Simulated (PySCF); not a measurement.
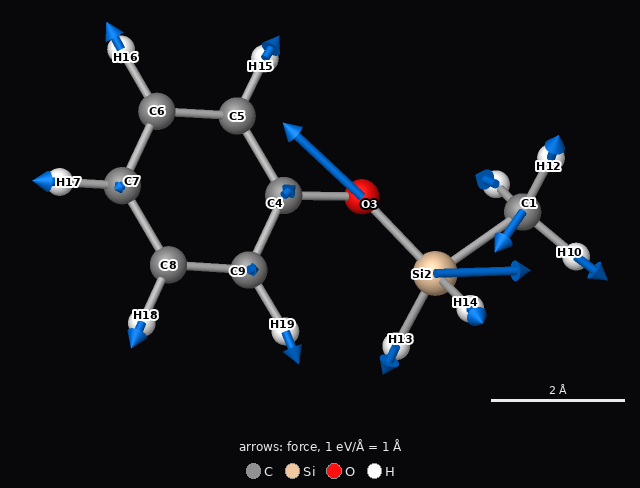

Starting geometry of C7H10OSi with the computed forces as blue arrows. A ball-and-stick model, seen at a tilt.

The start comes from GFN2-xTB.

The calculation used PySCF 2.14.0, density-fitted response routines, PBE0-D3(BJ)/def2-SVP geometry optimisation, gas phase. 

Is this structure relaxed? If not, where do the atoms go?

Answer. It isn't relaxed: the largest force vector, on the O atom, is 1.68 eV/Å. The final displacements have little in common with the starting forces (cosine between the two patterns 0.20). Over 7 geometry steps the energy falls by 2.98 kcal/mol. The atom that moves furthest after the best rigid fit is an H atom (0.16 Å). Largest moves by element: H 0.16 Å, O 0.14 Å, C 0.10 Å, Si 0.07 Å. Some distances before and after: O–Si 1.629 → 1.683 Å, C–Si 1.888 → 1.859 Å, H–Si 1.467 → 1.495 Å, C–H 1.085 → 1.101 Å. Bond angles that change, for instance: Si–O–C 133.6° → 129.3°, C–Si–O 102.5° → 105.8°. The run took roughly 5 core-minutes on a shared host.
